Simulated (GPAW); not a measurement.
# Screening of a field by W2C(OH)2 MXene monolayer

Wanted: the out-of-plane polarisability of W2C(OH)2 MXene monolayer.

Program: GPAW 26.7.0. Level of theory: GPAW, PAW setups; layer in a repeated cell with vacuum, relaxation of atoms and in-plane cell, in the first sound run; inputs show where later runs differ. Results are calculated unless marked as measured.

## (1) The structure

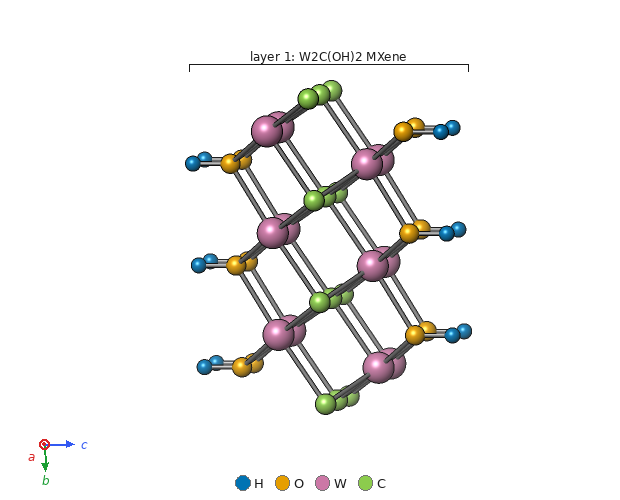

The starting structure, seen from the side, with the c axis across the page (hydrogen blue, oxygen orange, tungsten pink, carbon green). 2×3×1 cells are drawn. Some periodic images of atoms are drawn too.

The cell holds 7 atoms: 2 H, 2 O, 2 W and 1 C. Cell: a = 3.125 Å, b = 3.125 Å, c = 24.644 Å, α = 90.0°, β = 90.0°, γ = 120.0°. Vacuum lies along c.

Structure file:

```cif
data_structure
_symmetry_space_group_name_H-M 'P 1'
_symmetry_Int_Tables_number 1
_cell_length_a 3.1254
_cell_length_b 3.1254
_cell_length_c 24.6444
_cell_angle_alpha 90.000
_cell_angle_beta 90.000
_cell_angle_gamma 120.000
_cell_volume 208.48
loop_
_atom_site_label
_atom_site_type_symbol
_atom_site_fract_x
_atom_site_fract_y
_atom_site_fract_z
_atom_site_occupancy
H1 H 0.33333 0.66667 0.36519 1
O2 O 0.33333 0.66667 0.40496 1
W3 W 0.66667 0.33333 0.44996 1
C4 C 0.00000 0.00000 0.50000 1
W5 W 0.33333 0.66667 0.55004 1
O6 O 0.66667 0.33333 0.59504 1
H7 H 0.66667 0.33333 0.63481 1
```

## (2) Relaxing the atoms

Forces are removed first; all later runs use this geometry.

run.py reads:

```python
import json
import numpy as np
from ase import Atoms
from ase.filters import FrechetCellFilter
from ase.optimize import BFGS
from gpaw import GPAW, PW

slab = Atoms(
    ['H', 'O', 'W', 'C', 'W', 'O', 'H'],
    positions=[
        [-0.00000, 1.80446, 9.00000],
        [-0.00000, 1.80446, 9.98000],
        [1.56270, 0.90223, 11.08899],
        [0.00000, 0.00000, 12.32220],
        [-0.00000, 1.80446, 13.55540],
        [1.56270, 0.90223, 14.66439],
        [1.56270, 0.90223, 15.64439]],
    cell=[[3.12541, 0.0, 0.0], [-1.5627, 2.70668, 0.0], [0.0, 0.0, 24.6444]],
    pbc=[True, True, True])

slab.calc = GPAW(mode=PW(600), xc='PBE', kpts={'size': (12, 12, 1), 'gamma': True},
                 occupations={'name': 'fermi-dirac', 'width': 0.05}, nbands='160%',
                 convergence={'density': 1e-05}, maxiter=200,
                 symmetry={'tolerance': 1e-3}, txt='slab.txt')
result = {}
# The in-plane cell is free; stress needs a cell that repeats along all three vectors
path = []
opt = BFGS(FrechetCellFilter(slab, mask=[1, 1, 0, 0, 0, 1]), maxstep=0.2)
opt.attach(lambda: path.append((slab.get_potential_energy(), slab.positions.tolist(), slab.get_forces().tolist())))
result['relaxed'] = bool(opt.run(fmax=0.02, steps=45))
result['path'] = path
result['cell'] = slab.cell.tolist()
print('in-plane lattice', slab.cell.cellpar().round(4)[[0, 1, 5]])
energy = slab.get_potential_energy()
fermi = slab.calc.get_fermi_level()
v = slab.calc.get_electrostatic_potential().mean((0, 1)) - fermi
n = slab.calc.get_pseudo_density().mean((0, 1))
L = slab.cell[2, 2]
z = np.arange(len(v)) * L / len(v)
low, high = slab.positions[:, 2].min(), slab.positions[:, 2].max()
below, above = np.interp([low - 6.8, high + 6.8], z, v)
slopes = [np.interp(x, z, np.gradient(v, z)) for x in (low - 6.8, high + 6.8)]
eps = np.array([[slab.calc.get_eigenvalues(k, s) for k in range(len(slab.calc.get_ibz_k_points()))]
                for s in range(slab.calc.get_number_of_spins())]) - fermi
top, bottom = eps[eps < 0].max(), eps[eps > 0].min()
dipole = slab.get_dipole_moment()[2]
print(f'energy {energy:.4f} eV, Fermi level {fermi:.4f} eV, dipole {dipole:.5f} e A')
print(f'potential 6.8 A off the faces, from the Fermi level: lower {below:.4f} eV, upper {above:.4f} eV')
print(f'slope of the potential there: lower {slopes[0]:.5f}, upper {slopes[1]:.5f} eV/A')
print(f'nearest levels on the mesh: {top:.4f} and {bottom:.4f} eV')
print('magnetic moment', round(slab.get_magnetic_moment(), 3))
result.update(energy=energy, fermi=fermi, dipole=dipole, below=below, above=above, slopes=slopes, edges=[top, bottom],
              z=z.tolist(), v=v.tolist(), n=n.tolist(), positions=slab.positions.tolist(),
              forces=slab.get_forces(apply_constraint=False).tolist(), moments=slab.get_magnetic_moments().tolist())
json.dump(result, open('result.json', 'w'))
```

On the command line:

```
OMP_NUM_THREADS=1 OPENBLAS_NUM_THREADS=1 python run.py
```

The log of the run:

```text
Step          Energy          fmax
BFGS:    0      -50.728703        3.877861
BFGS:    1      -51.189546        2.761210
BFGS:    2      -52.136351        1.029662
BFGS:    3      -51.970220        3.405107
BFGS:    4      -52.194649        0.652620
BFGS:    5      -52.211879        0.599482
BFGS:    6      -52.325260        0.346018
BFGS:    7      -52.337084        0.288189
BFGS:    8      -52.358804        0.418098
BFGS:    9      -52.386579        0.649695
BFGS:   10      -52.476932        1.057079
BFGS:   11      -52.517621        0.937933
BFGS:   12      -52.536192        0.555355
BFGS:   13      -52.544357        0.150186
BFGS:   14      -52.545948        0.008036
in-plane lattice [  3.2862   3.2862 120.    ]
energy -52.5358 eV, Fermi level 1.5804 eV, dipole -0.00005 e A
potential 6.8 A off the faces, from the Fermi level: lower 2.1526 eV, upper 2.1531 eV
slope of the potential there: lower -0.00058, upper 0.00036 eV/A
nearest levels on the mesh: -0.0333 and 0.0159 eV
magnetic moment 0.0
```

Run time: 15 min. Hardware: 1 thread of Intel Xeon 6975P-C (Granite Rapids), shared host; peak memory 0.75 GiB.

Numbers from this step:

- dipole along the normal: -4.82e-5 e·Å
- levels nearest the Fermi level on the mesh: -0.03327, 0.01590 eV from the Fermi level

The electrostatic potential energy of an electron (without an applied field's), less the Fermi level, planar mean oscillates, so the rows of the table below give means over windows of 2.5 Å about each position, cut where the curve ends. Its maxima inside the range that stand out by 2 % of the span (Å: eV): 9.4: -0.271, 10.5: -6.41, 12.1: -15.0, 12.6: -15.0, 14.2: -6.40, 15.2: -0.269. Its minima: 9.1: -1.11, 10.1: -9.76, 11.4: -23.4, 12.3: -16.3, 13.3: -23.4, 14.5: -9.76, 15.6: -1.11.

The electrostatic potential energy of an electron (without an applied field's), less the Fermi level, planar mean by z; means over each step:

| z (Å) | electrostatic potential energy of an electron (without an applied field's), less the Fermi level, planar mean (eV) |
| --- | --- |
| 0.0 | 2.15 |
| 2.5 | 2.15 |
| 5.0 | 2.13 |
| 7.5 | 1.58 |
| 10.0 | -6.71 |
| 12.5 | -18.6 |
| 15.0 | -4.04 |
| 17.5 | 1.80 |
| 20.0 | 2.14 |
| 22.5 | 2.15 |

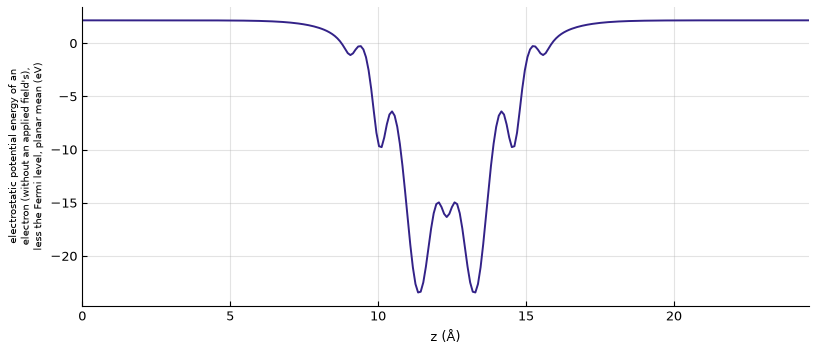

Electrostatic potential energy of an electron (without an applied field's), less the Fermi level, planar mean against z.

The pseudo valence density, planar mean oscillates, so the rows of the table below give means over windows of 1.41 Å about each position, cut where the curve ends. Its maxima inside the range that stand out by 2 % of the span (Å: e/Å³): 10.0: 0.816, 11.4: 1.46, 13.2: 1.46, 14.6: 0.816. Its minima: 10.7: 0.497, 12.3: 0.757, 13.9: 0.497.

Table of pseudo valence density, planar mean by z; means over each step:

| z (Å) | pseudo valence density, planar mean (e/Å³) |
| --- | --- |
| 3.52 | 2.1e-5 |
| 4.93 | 1.5e-4 |
| 6.34 | 8.9e-4 |
| 7.75 | 0.00665 |
| 9.16 | 0.215 |
| 10.57 | 0.748 |
| 11.98 | 0.977 |
| 13.39 | 0.983 |
| 14.80 | 0.515 |
| 16.21 | 0.0404 |
| 17.62 | 0.00200 |
| 19.03 | 3.6e-4 |
| 20.44 | 5.6e-5 |

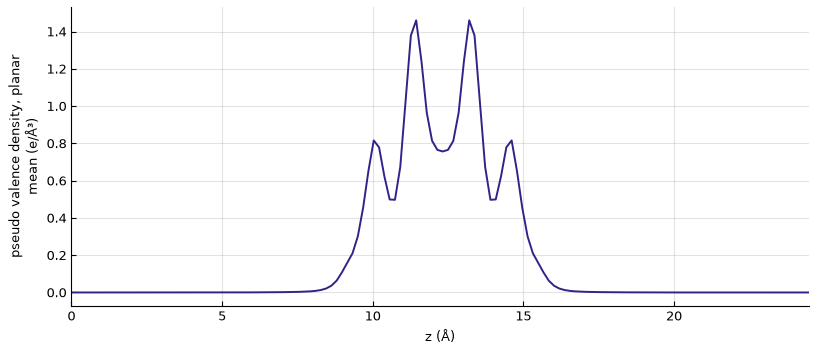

Pseudo valence density, planar mean against z.

The relaxation lowered the energy of the cell by 1.83 eV (energies extrapolated to zero smearing; the optimiser's log prints free energies). The largest force left on a free atom is 0.0080 eV/Å.

## (3) Plane waves, PBE

The work function is the vacuum plateau of the electrostatic potential less the Fermi level; a dipole layer lets the two faces have plateaus of their own.

This step: GPAW, PAW setups; slab in vacuum (GPAW 26.7.0).

The cell differs from the one that the last finished run ended in (c 24.644 → 24.488 Å).

run.py reads:

```python
import json
import numpy as np
from ase import Atoms
from gpaw import GPAW, PW

slab = Atoms(
    ['H', 'O', 'W', 'C', 'W', 'O', 'H'],
    positions=[
        [-0.00000, 1.89730, 9.00000],
        [-0.00000, 1.89730, 9.97852],
        [1.64310, 0.94865, 11.29956],
        [-0.00000, 0.00000, 12.24418],
        [-0.00000, 1.89730, 13.18880],
        [1.64310, 0.94865, 14.50984],
        [1.64310, 0.94865, 15.48836]],
    cell=[[3.28621, -0.0, 0.0], [-1.6431, 2.84594, 0.0], [0.0, 0.0, 24.4884]],
    pbc=[True, True, False])

slab.calc = GPAW(mode=PW(500), xc='PBE', kpts={'size': (12, 12, 1), 'gamma': True},
                 occupations={'name': 'fermi-dirac', 'width': 0.05}, nbands='160%',
                 convergence={'density': 1e-05}, maxiter=200,
                 poissonsolver={'dipolelayer': 'xy'},
                 symmetry={'tolerance': 1e-3}, txt='slab.txt')
result = {}
energy = slab.get_potential_energy()
fermi = slab.calc.get_fermi_level()
v = slab.calc.get_electrostatic_potential().mean((0, 1)) - fermi
n = slab.calc.get_pseudo_density().mean((0, 1))
L = slab.cell[2, 2]
z = np.arange(len(v)) * L / len(v)
low, high = slab.positions[:, 2].min(), slab.positions[:, 2].max()
below, above = np.interp([low - 6.8, high + 6.8], z, v)
slopes = [np.interp(x, z, np.gradient(v, z)) for x in (low - 6.8, high + 6.8)]
eps = np.array([[slab.calc.get_eigenvalues(k, s) for k in range(len(slab.calc.get_ibz_k_points()))]
                for s in range(slab.calc.get_number_of_spins())]) - fermi
top, bottom = eps[eps < 0].max(), eps[eps > 0].min()
dipole = slab.get_dipole_moment()[2]
print(f'energy {energy:.4f} eV, Fermi level {fermi:.4f} eV, dipole {dipole:.5f} e A')
print(f'potential 6.8 A off the faces, from the Fermi level: lower {below:.4f} eV, upper {above:.4f} eV')
print(f'slope of the potential there: lower {slopes[0]:.5f}, upper {slopes[1]:.5f} eV/A')
print(f'nearest levels on the mesh: {top:.4f} and {bottom:.4f} eV')
print('magnetic moment', round(slab.get_magnetic_moment(), 3))
result.update(energy=energy, fermi=fermi, dipole=dipole, below=below, above=above, slopes=slopes, edges=[top, bottom],
              z=z.tolist(), v=v.tolist(), n=n.tolist(), positions=slab.positions.tolist(),
              forces=slab.get_forces(apply_constraint=False).tolist(), moments=slab.get_magnetic_moments().tolist())
json.dump(result, open('result.json', 'w'))
```

The log of the run:

```text
energy -51.8306 eV, Fermi level 1.5947 eV, dipole -0.00056 e A
potential 6.8 A off the faces, from the Fermi level: lower 2.1612 eV, upper 2.1735 eV
slope of the potential there: lower -0.00001, upper 0.00001 eV/A
nearest levels on the mesh: -0.0347 and 0.0158 eV
magnetic moment 0.0
```

The job ended after 58 s (1 thread; peak memory 0.3 GiB).

This step gave:

```
dipole along the normal                    : -5.60e-4 e·Å
levels nearest the Fermi level on the mesh : -0.03466, 0.01579 eV from the Fermi level
upper work function                        : 2.174 eV
lower work function                        : 2.161 eV
```

The electrostatic potential energy of an electron (without an applied field's), less the Fermi level, planar mean oscillates, so the rows of the table below give means over windows of 2 Å about each position, cut where the curve ends. Its maxima inside the range that stand out by 2 % of the span (Å: eV): 9.3: -0.266, 10.4: -6.47, 12.0: -14.9, 12.5: -14.9, 14.1: -6.47, 15.2: -0.254. Its minima: 9.0: -1.11, 10.0: -9.78, 11.3: -23.5, 12.2: -16.3, 13.2: -23.5, 14.4: -9.77, 15.5: -1.10.

Table of electrostatic potential energy of an electron (without an applied field's), less the Fermi level, planar mean by z; means over each step:

| z (Å) | electrostatic potential energy of an electron (without an applied field's), less the Fermi level, planar mean (eV) |
| --- | --- |
| 0 | 2.16 |
| 2 | 2.16 |
| 4 | 2.16 |
| 6 | 2.08 |
| 8 | 1.05 |
| 10 | -6.52 |
| 12 | -18.2 |
| 14 | -11.8 |
| 16 | 0.455 |
| 18 | 2.02 |
| 20 | 2.16 |
| 22 | 2.17 |
| 24 | 2.17 |

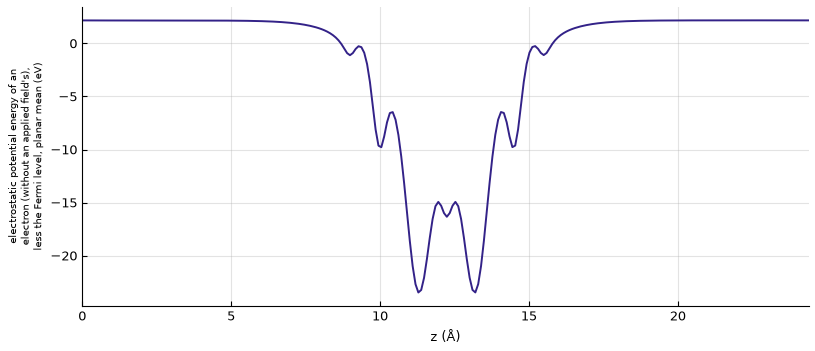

Electrostatic potential energy of an electron (without an applied field's), less the Fermi level, planar mean against z.

The pseudo valence density, planar mean oscillates, so the rows of the table below give means over windows of 1.34 Å about each position, cut where the curve ends. Its maxima inside the range that stand out by 2 % of the span (Å: e/Å³): 9.9: 0.810, 11.3: 1.47, 13.2: 1.47, 14.5: 0.810. Its minima: 10.5: 0.486, 12.2: 0.756, 14.0: 0.486.

Pseudo valence density, planar mean against z; means over each step:

| z (Å) | pseudo valence density, planar mean (e/Å³) |
| --- | --- |
| 4.69 | 1.2e-4 |
| 6.03 | 6.7e-4 |
| 7.37 | 0.00361 |
| 8.71 | 0.0906 |
| 10.05 | 0.589 |
| 11.39 | 1.05 |
| 12.73 | 1.03 |
| 14.07 | 0.700 |
| 15.41 | 0.205 |
| 16.75 | 0.00734 |
| 18.09 | 0.00104 |
| 19.43 | 2.0e-4 |
| 20.77 | 3.2e-5 |

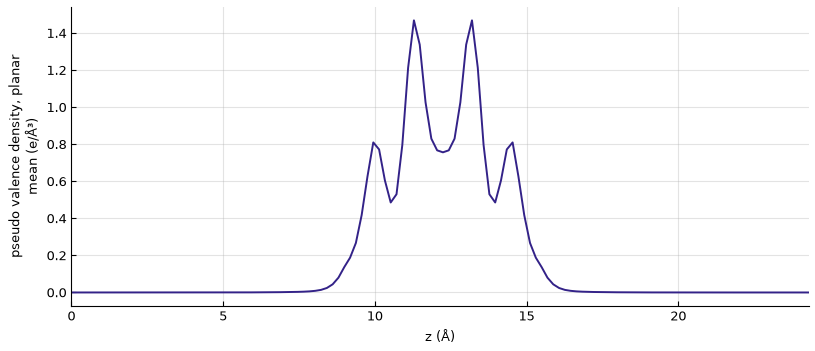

Pseudo valence density, planar mean, plotted against z.

Force by atom:

| atom | x (eV/Å) | y (eV/Å) | z (eV/Å) | size |
| --- | --- | --- | --- | --- |
| H1 | 0.0000 | 0.0000 | -0.0940 | 0.0940 |
| O2 | 0.0000 | 0.0000 | 0.0705 | 0.0705 |
| W3 | 0.0000 | 0.0000 | 0.0057 | 0.0057 |
| C4 | 0.0000 | 0.0000 | 0.0000 | 0.0000 |
| W5 | 0.0000 | 0.0000 | -0.0057 | 0.0057 |
| O6 | 0.0000 | 0.0000 | -0.0705 | 0.0705 |
| H7 | 0.0000 | 0.0000 | 0.0940 | 0.0940 |

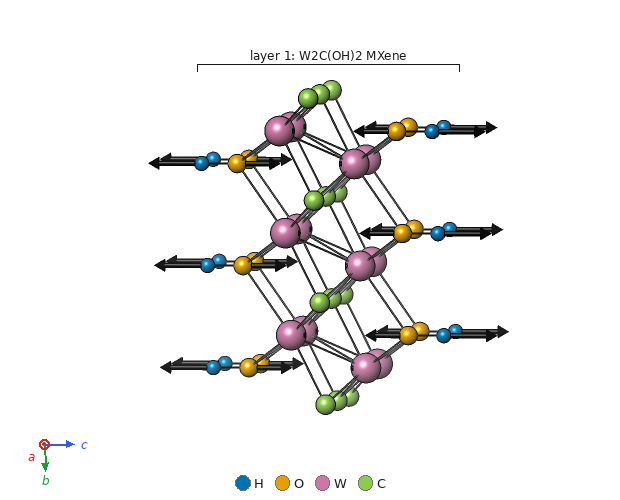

Force as arrows, the longest 0.0940 eV/Å. 2×3×1 cells are drawn. Some periodic images of atoms are drawn too.

The potential is flat to 1.2e-5 eV/Å where it is read, so the vacuum is wide enough.

## (4) Field on

A uniform field along the normal polarises the slab; the atoms stay fixed, so this is the electronic response alone.

Edit run.py of step 3 so:

```diff
@@ -4,2 +4,3 @@
 from gpaw import GPAW, PW
+from gpaw.external import ConstantElectricField
 
@@ -22,2 +23,3 @@
                  poissonsolver={'dipolelayer': 'xy'},
+                 external=ConstantElectricField(-0.2, [0, 0, 1]),
                  symmetry={'tolerance': 1e-3}, txt='slab.txt')
```

The log of the run:

```text
energy -51.8431 eV, Fermi level 1.5668 eV, dipole -0.12535 e A
potential 6.8 A off the faces, from the Fermi level: lower 1.0087 eV, upper 3.4331 eV
slope of the potential there: lower 0.00018, upper 0.00127 eV/A
nearest levels on the mesh: -0.0355 and 0.0153 eV
magnetic moment 0.0
```

Run time: 3.5 min. Hardware: 1 thread; peak memory 0.7 GiB.

This step gave:

```yaml
dipole_along_the_normal: -0.1253 e·Å
levels_nearest_the_fermi_level_on_the_mesh: -0.03554, 0.01531 eV from the Fermi level
potential_below_the_slab_the_applied_field_s_own_ramp_left_out: 1.009 eV from the Fermi level
potential_above_the_slab_the_applied_field_s_own_ramp_left_out: 3.433 eV from the Fermi level
```

The electrostatic potential energy of an electron (without an applied field's), less the Fermi level, planar mean oscillates, so the rows of the table below give means over windows of 2.5 Å about each position, cut where the curve ends. Its maxima inside the range that stand out by 2 % of the span (Å: eV): 9.3: -0.900, 10.4: -6.85, 12.0: -15.0, 12.5: -14.9, 14.1: -6.09, 15.2: 0.375, 24.0: 3.43. Its minima: 9.0: -1.81, 10.0: -10.2, 11.3: -23.7, 12.2: -16.3, 13.2: -23.3, 14.4: -9.32, 15.5: -0.400.

Electrostatic potential energy of an electron (without an applied field's), less the Fermi level, planar mean against z; means over each step:

| z (Å) | electrostatic potential energy of an electron (without an applied field's), less the Fermi level, planar mean (eV) |
| --- | --- |
| 0.0 | 1.19 |
| 2.5 | 1.01 |
| 5.0 | 0.996 |
| 7.5 | 0.536 |
| 10.0 | -7.90 |
| 12.5 | -18.2 |
| 15.0 | -3.04 |
| 17.5 | 2.94 |
| 20.0 | 3.40 |
| 22.5 | 3.43 |

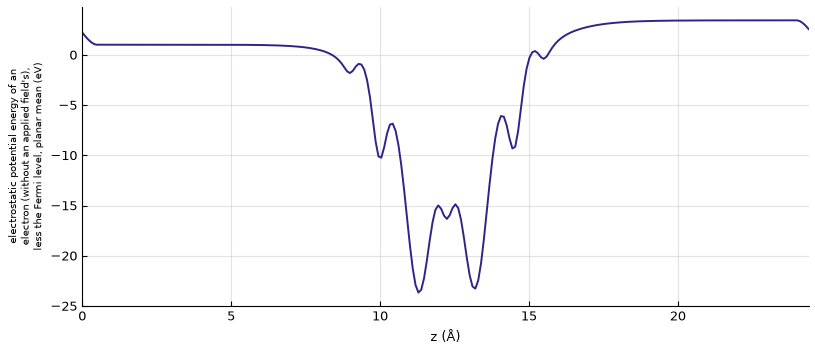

Electrostatic potential energy of an electron (without an applied field's), less the Fermi level, planar mean against z.

Force by atom:

| atom | x (eV/Å) | y (eV/Å) | z (eV/Å) | size |
| --- | --- | --- | --- | --- |
| H1 | 0.000 | 0.000 | -0.065 | 0.065 |
| O2 | 0.000 | 0.000 | 0.015 | 0.015 |
| W3 | 0.000 | 0.000 | 0.036 | 0.036 |
| C4 | 0.000 | 0.000 | -0.006 | 0.006 |
| W5 | 0.000 | 0.000 | 0.022 | 0.022 |
| O6 | 0.000 | 0.000 | -0.119 | 0.119 |
| H7 | 0.000 | 0.000 | 0.118 | 0.118 |

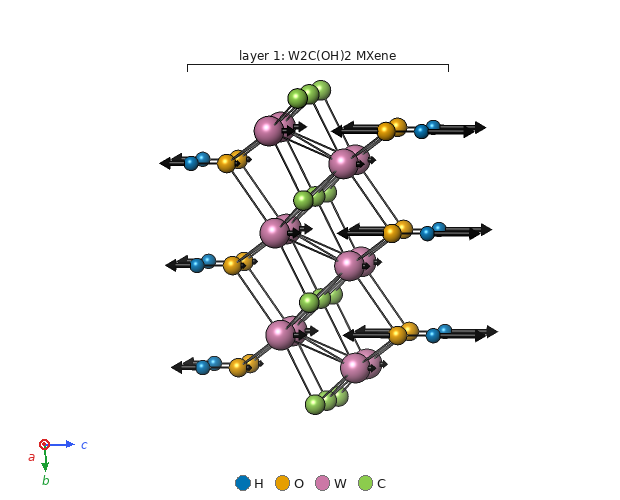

Force as arrows, the longest 0.119 eV/Å. 2×3×1 cells are drawn. Some periodic images of atoms are drawn too.

The dipole is now -0.125 e Å, against -5.6e-4 in the run without a field.

(Part 1 of 2 ends here.)

[Logs are printed without paths, hosts, clocks, repeated set-up lines and the standing remarks that a program may print on its own settings, such as how far it seeks lower states.]

[Hosts, paths, dates, database ids (printed as entryN), source tags and the programs' standing remarks are cut or masked in the printed files.]
